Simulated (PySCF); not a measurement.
**BrFGeH₂: electronic excitations at several levels of theory, part 1 of 2**

Aim: compute the electronic excitations of BrFGeH₂ (`[F][GeH2][Br]`) at several levels, and see how far they spread and what each costs.

Programs: PySCF 2.14.0, with density-fitted response routines of our own. Each step states its level of theory. These are calculated values for one molecule in the gas phase, unless marked as measured. Atoms count from 0, in the outputs and in this text.

### 1 Starting geometry

5 atoms, charge 0, multiplicity 1; geometry from: PBE0-D3(BJ)/def2-SVP.

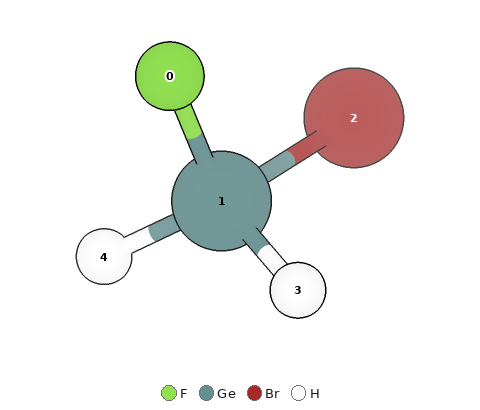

The starting geometry (fluorine green, germanium teal, bromine red, hydrogen white), atoms numbered.

### 2 TDDFT and polarisability: PBE/def2-SVPD

What the job is given:

```
{"job": {"kind": "uv", "xc": "PBE", "basis": "def2-SVPD", "ip": true}, "charge": 0, "multiplicity": 1}
F     -0.627408     1.381124    -0.274343
Ge     0.148454    -0.163701    -0.127454
Br     2.409425     0.201283    -0.117119
H     -0.268232    -0.747232     1.224575
H     -0.219517    -0.970061    -1.375115
```

Level: TDDFT PBE/def2-SVPD, vertical, gas phase, core orbitals frozen in the response.

Command:

```sh
OMP_NUM_THREADS=1 python probes_run.py task.json out
```

The driver reads the jobs from task.json and runs them one after another.

Log:

```text
coarse grid: 24992 points
cycle   1  E = -4750.7446748677  dE = -1.479e+00  |g| = 7.916e-01  |ddm| = 2.598e+00
cycle   2  E = -4750.2404566529  dE =  5.042e-01  |g| = 1.903e+00  |ddm| = 2.028e+00
cycle   3  E = -4750.8192932809  dE = -5.788e-01  |g| = 3.150e-01  |ddm| = 1.553e+00
cycle   4  E = -4750.8343203435  dE = -1.503e-02  |g| = 7.860e-02  |ddm| = 3.493e-01
cycle   5  E = -4750.8351390282  dE = -8.187e-04  |g| = 3.097e-02  |ddm| = 9.663e-02
cycle   6  E = -4750.8353504419  dE = -2.114e-04  |g| = 7.550e-03  |ddm| = 4.341e-02
cycle   7  E = -4750.8353676528  dE = -1.721e-05  |g| = 1.398e-03  |ddm| = 1.131e-02
cycle   8  E = -4750.8353680575  dE = -4.047e-07  |g| = 3.207e-04  |ddm| = 1.753e-03
final grid: 48464 points
cycle   9  E = -4750.8353065883  dE = -2.767e-09  |g| = 4.936e-04  |ddm| = 1.196e-03
cycle  10  E = -4750.8353064548  dE =  1.334e-07  |g| = 9.991e-04  |ddm| = 1.354e-03
cycle  11  E = -4750.8353066371  dE = -1.823e-07  |g| = 1.445e-04  |ddm| = 8.433e-04
cycle  12  E = -4750.8353066417  dE = -4.608e-09  |g| = 1.315e-05  |ddm| = 1.616e-04
cycle  13  E = -4750.8353066417  dE = -1.910e-11  |g| = 4.435e-06  |ddm| = 1.711e-05
converged SCF energy = -4750.8353066417

Static polarisability (au): isotropic 54.214, principal 47.324 48.706 66.613

Singlet excitations
state   eV       nm        f      main configurations
  1   5.8193    213.1   0.01805   H->L 0.98
  2   6.0298    205.6   0.00838   H-1->L 0.99
  3   6.1739    200.8   0.00179   H->L+1 0.98
  4   6.5491    189.3   0.01239   H-1->L+1 0.91
  5   6.8863    180.0   0.00443   H->L+2 0.97
  6   7.0922    174.8   0.01936   H-1->L+2 1.00
  7   7.2837    170.2   0.00788   H-2->L 0.94
  8   7.6333    162.4   0.13184   H-3->L 0.66, H->L+4 0.11, H-3->L+1 0.10
  9   7.7382    160.2   0.00004   H-2->L+1 0.99
 10   7.7654    159.7   0.03170   H-3->L+1 0.88

Triplet excitations (Tamm-Dancoff, eV): 5.3442 5.5763 6.0346 6.1642
Vertical ionisation energy (delta-SCF) = 10.7570 eV
Vertical electron affinity (delta-SCF) = -0.5478 eV
```

Wall time 59 s (1 thread of Arm Neoverse N1, shared host).

Frontier orbitals and where they lie:

```csv
orbital,eV,atoms
HOMO−3,-8.91,"Br2 39 %, F0 35 %, Ge1 16 %"
HOMO−2,-8.91,"F0 46 %, Ge1 21 %, H4 13 %"
HOMO−1,-7.63,"Br2 88 %, Ge1 8 %"
HOMO,-7.42,"Br2 80 %, Ge1 11 %"
LUMO,-1.83,"Br2 39 %, Ge1 28 %, H3 12 %"
LUMO+1,-1.29,"Ge1 46 %, Br2 18 %, F0 14 %"
LUMO+2,-0.57,"Ge1 44 %, H4 18 %, H3 18 %"
```

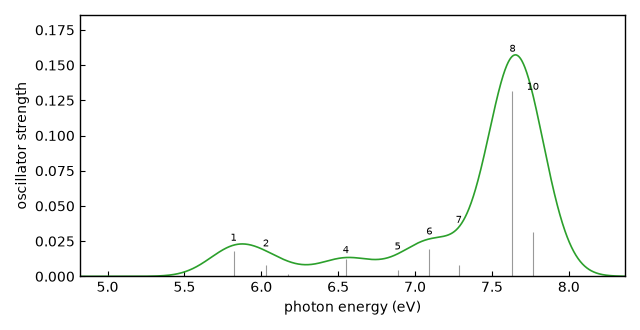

Absorption spectrum from the 10 singlet states computed; above the last one it falls off for lack of states. Lines are broadened to a width of 0.40 eV (Gaussian).

Further results of this job:

```csv
property,computed
dipole moment (D),2.10
polarisability (Å³),8.03
HOMO–LUMO gap (eV),5.58
−ε(HOMO) (eV),7.42
```

### 3 TDDFT and polarisability: B3LYP/def2-SVPD

What the job is given:

```
{"job": {"kind": "uv", "xc": "B3LYP", "basis": "def2-SVPD", "ip": true}, "charge": 0, "multiplicity": 1}
F     -0.627408     1.381124    -0.274343
Ge     0.148454    -0.163701    -0.127454
Br     2.409425     0.201283    -0.117119
H     -0.268232    -0.747232     1.224575
H     -0.219517    -0.970061    -1.375115
```

With the program's defaults for keys left out, this is: TDDFT B3LYP/def2-SVPD, vertical, gas phase, core orbitals frozen in the response.

Log:

```text
coarse grid: 24992 points
cycle   1  E = -4751.6228075526  dE = -1.524e+00  |g| = 7.302e-01  |ddm| = 2.507e+00
cycle   2  E = -4751.4050517459  dE =  2.178e-01  |g| = 1.370e+00  |ddm| = 1.636e+00
cycle   3  E = -4751.7047624004  dE = -2.997e-01  |g| = 1.601e-01  |ddm| = 1.061e+00
cycle   4  E = -4751.7085405781  dE = -3.778e-03  |g| = 4.171e-02  |ddm| = 1.770e-01
cycle   5  E = -4751.7087841310  dE = -2.436e-04  |g| = 1.049e-02  |ddm| = 3.865e-02
cycle   6  E = -4751.7087980209  dE = -1.389e-05  |g| = 2.159e-03  |ddm| = 1.190e-02
cycle   7  E = -4751.7087993810  dE = -1.360e-06  |g| = 3.327e-04  |ddm| = 3.608e-03
final grid: 48464 points
cycle   8  E = -4751.7087458998  dE = -8.001e-09  |g| = 4.452e-04  |ddm| = 1.292e-03
cycle   9  E = -4751.7087458548  dE =  4.496e-08  |g| = 6.735e-04  |ddm| = 1.239e-03
cycle  10  E = -4751.7087459437  dE = -8.895e-08  |g| = 8.126e-05  |ddm| = 6.585e-04
cycle  11  E = -4751.7087459449  dE = -1.162e-09  |g| = 1.485e-05  |ddm| = 8.848e-05
cycle  12  E = -4751.7087459449  dE = -2.728e-11  |g| = 3.176e-06  |ddm| = 1.273e-05
converged SCF energy = -4751.7087459449

Static polarisability (au): isotropic 52.501, principal 45.662 47.414 64.428

Singlet excitations
state   eV       nm        f      main configurations
  1   6.1111    202.9   0.01978   H->L 0.98
  2   6.2997    196.8   0.01006   H-1->L 0.99
  3   6.6922    185.3   0.00081   H->L+1 0.99
  4   7.0731    175.3   0.00717   H-1->L+1 0.90, H-2->L 0.08
  5   7.4031    167.5   0.00498   H->L+2 0.98
  6   7.6252    162.6   0.03047   H-1->L+2 1.00
  7   8.0108    154.8   0.01109   H-3->L 0.90
  8   8.1709    151.7   0.09705   H-2->L+1 0.52, H-2->L 0.33
  9   8.3080    149.2   0.13792   H-2->L+1 0.46, H-2->L 0.33, H->L+4 0.09
 10   8.3228    149.0   0.00071   H-3->L+1 0.90

Triplet excitations (Tamm-Dancoff, eV): 5.6132 5.8247 6.5494 6.6785
Vertical ionisation energy (delta-SCF) = 11.0750 eV
Vertical electron affinity (delta-SCF) = -0.5898 eV
```

Run time: 52 s. Hardware: 1 thread of Arm Neoverse N1, shared host.

This run: HOMO -8.44 eV, LUMO -1.24 eV; lowest singlet 6.11 eV.

### 4 Excited states and response: PBE0/def2-SVPD

What the job is given:

```
{"job": {"kind": "uv", "xc": "PBE0", "basis": "def2-SVPD", "ip": true}, "charge": 0, "multiplicity": 1}
F     -0.627408     1.381124    -0.274343
Ge     0.148454    -0.163701    -0.127454
Br     2.409425     0.201283    -0.117119
H     -0.268232    -0.747232     1.224575
H     -0.219517    -0.970061    -1.375115
```

Level: TDDFT PBE0/def2-SVPD, vertical, gas phase, core orbitals frozen in the response.

Log:

```text
coarse grid: 24992 points
cycle   1  E = -4750.9034549612  dE = -1.548e+00  |g| = 6.739e-01  |ddm| = 2.539e+00
cycle   2  E = -4750.7590246985  dE =  1.444e-01  |g| = 1.165e+00  |ddm| = 1.463e+00
cycle   3  E = -4750.9772711084  dE = -2.182e-01  |g| = 1.192e-01  |ddm| = 8.945e-01
cycle   4  E = -4750.9794051146  dE = -2.134e-03  |g| = 3.308e-02  |ddm| = 1.375e-01
cycle   5  E = -4750.9795606183  dE = -1.555e-04  |g| = 7.021e-03  |ddm| = 2.999e-02
cycle   6  E = -4750.9795654666  dE = -4.848e-06  |g| = 1.320e-03  |ddm| = 7.447e-03
final grid: 48464 points
cycle   7  E = -4750.9795157149  dE =  1.937e-07  |g| = 1.733e-03  |ddm| = 4.340e-03
cycle   8  E = -4750.9795152490  dE =  4.660e-07  |g| = 2.359e-03  |ddm| = 5.047e-03
cycle   9  E = -4750.9795164286  dE = -1.180e-06  |g| = 2.152e-04  |ddm| = 2.663e-03
cycle  10  E = -4750.9795164372  dE = -8.591e-09  |g| = 4.012e-05  |ddm| = 2.070e-04
cycle  11  E = -4750.9795164375  dE = -2.565e-10  |g| = 6.271e-06  |ddm| = 3.050e-05
converged SCF energy = -4750.9795164375

Static polarisability (au): isotropic 51.784, principal 45.136 46.768 63.447

Singlet excitations
state   eV       nm        f      main configurations
  1   6.3337    195.8   0.02078   H->L 0.98
  2   6.5389    189.6   0.01130   H-1->L 0.99
  3   6.9088    179.5   0.00080   H->L+1 0.99
  4   7.3104    169.6   0.00719   H-1->L+1 0.90, H-2->L 0.08
  5   7.6927    161.2   0.00350   H->L+2 0.98
  6   7.9432    156.1   0.03351   H-1->L+2 0.99
  7   8.2363    150.5   0.00936   H-3->L 0.89
  8   8.3836    147.9   0.05727   H-2->L+1 0.72, H-2->L 0.18
  9   8.4708    146.4   0.00002   H-3->L+1 0.92
 10   8.5230    145.5   0.18449   H-2->L 0.47, H-2->L+1 0.26, H->L+4 0.12

Triplet excitations (Tamm-Dancoff, eV): 5.7969 6.0172 6.7316 6.8545
Vertical ionisation energy (delta-SCF) = 11.0918 eV
```

It took 39 s on 1 thread of Arm Neoverse N1, shared host.

Key values: HOMO -8.71 eV, LUMO -0.93 eV; lowest singlet 6.33 eV.

### 5 Ultraviolet spectrum: BHandHLYP/def2-SVPD

What the job is given:

```
{"job": {"kind": "uv", "xc": "BHandHLYP", "basis": "def2-SVPD", "ip": true}, "charge": 0, "multiplicity": 1}
F     -0.627408     1.381124    -0.274343
Ge     0.148454    -0.163701    -0.127454
Br     2.409425     0.201283    -0.117119
H     -0.268232    -0.747232     1.224575
H     -0.219517    -0.970061    -1.375115
```

With the program's defaults for keys left out, this is: TDDFT BHandHLYP/def2-SVPD, vertical, gas phase, core orbitals frozen in the response.

Log:

```text
coarse grid: 24992 points
cycle   1  E = -4751.4912582077  dE = -1.605e+00  |g| = 6.323e-01  |ddm| = 2.456e+00
cycle   2  E = -4751.4588174497  dE =  3.244e-02  |g| = 8.208e-01  |ddm| = 1.203e+00
cycle   3  E = -4751.5662970310  dE = -1.075e-01  |g| = 5.714e-02  |ddm| = 5.963e-01
cycle   4  E = -4751.5668735303  dE = -5.765e-04  |g| = 2.529e-02  |ddm| = 9.038e-02
cycle   5  E = -4751.5669785457  dE = -1.050e-04  |g| = 4.295e-03  |ddm| = 2.473e-02
cycle   6  E = -4751.5669816533  dE = -3.108e-06  |g| = 6.280e-04  |ddm| = 6.382e-03
final grid: 48464 points
cycle   7  E = -4751.5669475590  dE = -1.530e-07  |g| = 4.228e-04  |ddm| = 1.495e-03
cycle   8  E = -4751.5669475713  dE = -1.228e-08  |g| = 3.946e-04  |ddm| = 6.298e-04
cycle   9  E = -4751.5669475916  dE = -2.029e-08  |g| = 5.900e-05  |ddm| = 2.916e-04
cycle  10  E = -4751.5669475924  dE = -8.085e-10  |g| = 2.024e-05  |ddm| = 6.359e-05
converged SCF energy = -4751.5669475924

Static polarisability (au): isotropic 50.152, principal 43.567 45.524 61.364

Singlet excitations
state   eV       nm        f      main configurations
  1   6.6575    186.2   0.02185   H->L 0.93
  2   6.8466    181.1   0.01279   H-1->L 0.94
  3   7.4642    166.1   0.00090   H->L+1 0.94
  4   7.8756    157.4   0.00132   H-1->L+1 0.85, H-2->L 0.10
  5   8.1581    152.0   0.00609   H->L+2 0.95
  6   8.4270    147.1   0.05865   H-1->L+2 0.95
  7   8.9059    139.2   0.04466   H-2->L+1 0.80
  8   8.9063    139.2   0.00502   H-3->L 0.68, H->L+3 0.22
  9   8.9738    138.2   0.33430   H-2->L 0.58, H->L+6 0.19, H-2->L+1 0.10
 10   9.0348    137.2   0.00229   H-3->L+1 0.87

Triplet excitations (Tamm-Dancoff, eV): 6.1039 6.3073 7.2599 7.3155
Vertical ionisation energy (delta-SCF) = 11.1595 eV
```

Run time: 39 s. Hardware: 1 thread of Arm Neoverse N1, shared host.

In short: HOMO -9.85 eV, LUMO -0.10 eV; lowest singlet 6.66 eV.

### 6 TDDFT and polarisability: CAM-B3LYP/def2-SVPD

What the job is given:

```
{"job": {"kind": "uv", "xc": "CAM-B3LYP", "basis": "def2-SVPD", "ip": true}, "charge": 0, "multiplicity": 1}
F     -0.627408     1.381124    -0.274343
Ge     0.148454    -0.163701    -0.127454
Br     2.409425     0.201283    -0.117119
H     -0.268232    -0.747232     1.224575
H     -0.219517    -0.970061    -1.375115
```

Method: TDDFT CAM-B3LYP/def2-SVPD, vertical, gas phase, core orbitals frozen in the response.

Log:

```text
coarse grid: 24992 points
cycle   1  E = -4751.7675283779  dE = -1.582e+00  |g| = 7.167e-01  |ddm| = 2.438e+00
cycle   2  E = -4751.6983321596  dE =  6.920e-02  |g| = 1.024e+00  |ddm| = 1.361e+00
cycle   3  E = -4751.8554533741  dE = -1.571e-01  |g| = 9.420e-02  |ddm| = 7.074e-01
cycle   4  E = -4751.8568730918  dE = -1.420e-03  |g| = 2.902e-02  |ddm| = 1.097e-01
cycle   5  E = -4751.8569905508  dE = -1.175e-04  |g| = 5.295e-03  |ddm| = 2.326e-02
cycle   6  E = -4751.8569954214  dE = -4.871e-06  |g| = 8.072e-04  |ddm| = 8.343e-03
final grid: 48464 points
cycle   7  E = -4751.8569437626  dE = -3.110e-07  |g| = 5.394e-04  |ddm| = 2.207e-03
cycle   8  E = -4751.8569437973  dE = -3.474e-08  |g| = 4.695e-04  |ddm| = 9.061e-04
cycle   9  E = -4751.8569438206  dE = -2.322e-08  |g| = 6.269e-05  |ddm| = 3.531e-04
cycle  10  E = -4751.8569438218  dE = -1.258e-09  |g| = 3.860e-05  |ddm| = 1.034e-04
cycle  11  E = -4751.8569438223  dE = -4.684e-10  |g| = 1.045e-05  |ddm| = 6.933e-05
converged SCF energy = -4751.8569438223

Static polarisability (au): isotropic 51.632, principal 44.992 46.722 63.182

Singlet excitations
state   eV       nm        f      main configurations
  1   6.3874    194.1   0.02073   H->L 0.94
  2   6.5889    188.2   0.01185   H-1->L 0.94
  3   7.1493    173.4   0.00106   H->L+1 0.94
  4   7.5804    163.6   0.00156   H-1->L+1 0.84, H-2->L 0.11
  5   7.8806    157.3   0.00581   H->L+2 0.94
  6   8.1467    152.2   0.05454   H-1->L+2 0.95
  7   8.4494    146.7   0.00925   H-3->L 0.82, H->L+3 0.09
  8   8.5203    145.5   0.04617   H-2->L+1 0.82, H-2->L 0.08
  9   8.6145    143.9   0.00052   H-3->L+1 0.88
 10   8.6781    142.9   0.31111   H-2->L 0.57, H->L+7 0.17, H-2->L+1 0.13

Triplet excitations (Tamm-Dancoff, eV): 5.8560 6.0714 6.9562 7.1068
Vertical ionisation energy (delta-SCF) = 11.2132 eV
Vertical electron affinity (delta-SCF) = -0.7376 eV
```

Wall time 57 s (1 thread of Arm Neoverse N1, shared host).

In short: HOMO -10.02 eV, LUMO -0.03 eV; lowest singlet 6.39 eV.

### 7 Excited states and response: wB97X-D/def2-SVPD

What the job is given:

```
{"job": {"kind": "uv", "xc": "wB97X-D", "basis": "def2-SVPD", "ip": true}, "charge": 0, "multiplicity": 1}
F     -0.627408     1.381124    -0.274343
Ge     0.148454    -0.163701    -0.127454
Br     2.409425     0.201283    -0.117119
H     -0.268232    -0.747232     1.224575
H     -0.219517    -0.970061    -1.375115
```

Method: TDDFT wB97X-D/def2-SVPD, vertical, gas phase, core orbitals frozen in the response.

Log:

```text
coarse grid: 24992 points
cycle   1  E = -4751.6372527534  dE = -1.612e+00  |g| = 7.034e-01  |ddm| = 2.458e+00
cycle   2  E = -4751.5999334229  dE =  3.732e-02  |g| = 9.285e-01  |ddm| = 1.322e+00
cycle   3  E = -4751.7287897362  dE = -1.289e-01  |g| = 7.139e-02  |ddm| = 6.203e-01
cycle   4  E = -4751.7297375240  dE = -9.478e-04  |g| = 2.717e-02  |ddm| = 1.066e-01
cycle   5  E = -4751.7298507820  dE = -1.133e-04  |g| = 5.320e-03  |ddm| = 3.189e-02
cycle   6  E = -4751.7298589499  dE = -8.168e-06  |g| = 9.812e-04  |ddm| = 1.426e-02
final grid: 48464 points
cycle   7  E = -4751.7296012803  dE = -8.789e-07  |g| = 1.100e-03  |ddm| = 4.178e-03
cycle   8  E = -4751.7296013256  dE = -4.534e-08  |g| = 1.200e-03  |ddm| = 1.631e-03
cycle   9  E = -4751.7296015187  dE = -1.931e-07  |g| = 1.311e-04  |ddm| = 7.272e-04
cycle  10  E = -4751.7296015257  dE = -7.029e-09  |g| = 6.187e-05  |ddm| = 2.229e-04
cycle  11  E = -4751.7296015279  dE = -2.190e-09  |g| = 1.227e-05  |ddm| = 1.898e-04
cycle  12  E = -4751.7296015280  dE = -6.094e-11  |g| = 3.137e-06  |ddm| = 2.243e-05
converged SCF energy = -4751.7296015280

Static polarisability (au): isotropic 51.406, principal 44.921 46.540 62.758

Singlet excitations
state   eV       nm        f      main configurations
  1   6.5189    190.2   0.02150   H->L 0.94
  2   6.7209    184.5   0.01250   H-1->L 0.95
  3   7.3024    169.8   0.00131   H->L+1 0.94
  4   7.7192    160.6   0.00111   H-1->L+1 0.83, H-2->L 0.12
  5   8.0985    153.1   0.00664   H->L+2 0.92
  6   8.3684    148.2   0.06157   H-1->L+2 0.93
  7   8.5264    145.4   0.01053   H-3->L 0.84
  8   8.6473    143.4   0.08168   H-2->L+1 0.71, H-2->L 0.16
  9   8.7212    142.2   0.00029   H-3->L+1 0.88
 10   8.8063    140.8   0.28459   H-2->L 0.49, H-2->L+1 0.23, H->L+7 0.16

Triplet excitations (Tamm-Dancoff, eV): 6.0106 6.2116 7.1433 7.2934
Vertical ionisation energy (delta-SCF) = 11.1848 eV
```

Run time: 41 s. Hardware: 1 thread of Arm Neoverse N1, shared host; peak memory 0.58 GiB.

This run: HOMO -10.58 eV, LUMO 0.77 eV; lowest singlet 6.52 eV.

### 8 Excited states and response: LC-wPBE/def2-SVPD

What the job is given:

```
{"job": {"kind": "uv", "xc": "LC-wPBE", "basis": "def2-SVPD", "ip": true}, "charge": 0, "multiplicity": 1}
F     -0.627408     1.381124    -0.274343
Ge     0.148454    -0.163701    -0.127454
Br     2.409425     0.201283    -0.117119
H     -0.268232    -0.747232     1.224575
H     -0.219517    -0.970061    -1.375115
```

Level: TDDFT LC-wPBE/def2-SVPD, vertical, gas phase, core orbitals frozen in the response.

Log:

```text
coarse grid: 24992 points
cycle   1  E = -4750.8577498051  dE = -1.631e+00  |g| = 7.468e-01  |ddm| = 2.465e+00
cycle   2  E = -4750.8474817063  dE =  1.027e-02  |g| = 8.838e-01  |ddm| = 1.245e+00
cycle   3  E = -4750.9553063774  dE = -1.078e-01  |g| = 7.154e-02  |ddm| = 5.528e-01
cycle   4  E = -4750.9562421369  dE = -9.358e-04  |g| = 2.825e-02  |ddm| = 9.893e-02
cycle   5  E = -4750.9563807061  dE = -1.386e-04  |g| = 7.087e-03  |ddm| = 3.771e-02
cycle   6  E = -4750.9563967646  dE = -1.606e-05  |g| = 1.287e-03  |ddm| = 1.922e-02
cycle   7  E = -4750.9563981254  dE = -1.361e-06  |g| = 3.893e-04  |ddm| = 4.981e-03
final grid: 48464 points
cycle   8  E = -4750.9562731131  dE = -1.359e-07  |g| = 1.830e-04  |ddm| = 1.201e-03
cycle   9  E = -4750.9562731380  dE = -2.486e-08  |g| = 1.086e-04  |ddm| = 4.614e-04
cycle  10  E = -4750.9562731426  dE = -4.637e-09  |g| = 6.069e-05  |ddm| = 1.627e-04
cycle  11  E = -4750.9562731447  dE = -2.016e-09  |g| = 2.275e-05  |ddm| = 1.364e-04
cycle  12  E = -4750.9562731516  dE = -6.914e-09  |g| = 2.195e-06  |ddm| = 5.370e-05
cycle  13  E = -4750.9562731516  dE = -5.457e-12  |g| = 5.643e-07  |ddm| = 5.110e-06
converged SCF energy = -4750.9562731516

Static polarisability (au): isotropic 50.485, principal 44.216 45.656 61.585

Singlet excitations
state   eV       nm        f      main configurations
  1   6.7655    183.3   0.02009   H->L 0.86
  2   6.9759    177.7   0.01215   H-1->L 0.87
  3   7.6991    161.0   0.00145   H->L+1 0.83
  4   8.1708    151.7   0.00146   H-1->L+1 0.71, H-2->L 0.16
  5   8.5327    145.3   0.00625   H->L+2 0.76, H->L+3 0.09
  6   8.8477    140.1   0.08137   H-1->L+2 0.72, H-1->L+8 0.08
  7   8.8844    139.6   0.00912   H-3->L 0.71, H-3->L+1 0.10
  8   8.9279    138.9   0.03588   H-2->L+1 0.78
  9   8.9823    138.0   0.00021   H-3->L+1 0.72
 10   9.1168    136.0   0.41939   H-2->L 0.57, H->L+7 0.16

Triplet excitations (Tamm-Dancoff, eV): 6.1733 6.3887 7.3577 7.3955
Vertical ionisation energy (delta-SCF) = 11.2915 eV
```

Run time: 58 s. Hardware: 1 thread of Arm Neoverse N1, shared host.

Key values: HOMO -11.42 eV, LUMO 1.14 eV; lowest singlet 6.77 eV.

### 9 Excited states and response: PBE0/6-31G*

What the job is given:

```
{"job": {"kind": "uv", "xc": "PBE0", "basis": "6-31G*"}, "charge": 0, "multiplicity": 1}
F     -0.627408     1.381124    -0.274343
Ge     0.148454    -0.163701    -0.127454
Br     2.409425     0.201283    -0.117119
H     -0.268232    -0.747232     1.224575
H     -0.219517    -0.970061    -1.375115
```

Level: TDDFT PBE0/6-31G*, vertical, gas phase, core orbitals frozen in the response.

Log:

```text
coarse grid: 24992 points
cycle   1  E = -4750.9293175165  dE = -1.491e+00  |g| = 7.236e-01  |ddm| = 2.147e+00
cycle   2  E = -4750.7498984524  dE =  1.794e-01  |g| = 1.281e+00  |ddm| = 1.595e+00
cycle   3  E = -4751.0163337027  dE = -2.664e-01  |g| = 1.106e-01  |ddm| = 1.041e+00
cycle   4  E = -4751.0182930123  dE = -1.959e-03  |g| = 4.054e-02  |ddm| = 1.382e-01
cycle   5  E = -4751.0185238543  dE = -2.308e-04  |g| = 6.179e-03  |ddm| = 3.156e-02
cycle   6  E = -4751.0185269050  dE = -3.051e-06  |g| = 8.187e-04  |ddm| = 2.958e-03
final grid: 48464 points
cycle   7  E = -4751.0185045949  dE =  6.249e-08  |g| = 1.127e-03  |ddm| = 2.361e-03
cycle   8  E = -4751.0185043646  dE =  2.303e-07  |g| = 1.627e-03  |ddm| = 2.687e-03
cycle   9  E = -4751.0185048433  dE = -4.788e-07  |g| = 1.375e-04  |ddm| = 1.455e-03
cycle  10  E = -4751.0185048472  dE = -3.849e-09  |g| = 1.498e-05  |ddm| = 1.455e-04
cycle  11  E = -4751.0185048472  dE = -3.638e-11  |g| = 3.356e-06  |ddm| = 9.497e-06
converged SCF energy = -4751.0185048472

Static polarisability (au): isotropic 39.427, principal 31.425 33.637 53.221

Singlet excitations
state   eV       nm        f      main configurations
  1   6.5067    190.5   0.01728   H->L 0.99
  2   6.6944    185.2   0.01263   H-1->L 0.99
  3   7.1336    173.8   0.00133   H->L+1 0.99
  4   7.5037    165.2   0.00498   H-1->L+1 0.89, H-2->L 0.11
  5   8.2415    150.4   0.00968   H-3->L 0.87
  6   8.4262    147.1   0.03778   H-2->L+1 0.82, H-2->L 0.11
  7   8.5258    145.4   0.00145   H-3->L+1 0.88
  8   8.8230    140.5   0.00241   H->L+2 0.91
  9   8.8298    140.4   0.30835   H-2->L 0.50, H-1->L+2 0.20, H-2->L+1 0.13
 10   9.0054    137.7   0.10022   H-1->L+2 0.78, H-2->L 0.12

Triplet excitations (Tamm-Dancoff, eV): 5.9338 6.1289 6.9834 7.0650
```

Run time: 9.8 s. Hardware: 1 thread of Arm Neoverse N1, shared host.

In short: HOMO -8.56 eV, LUMO -0.55 eV; lowest singlet 6.51 eV.

(Continued in part 2 of 2.)
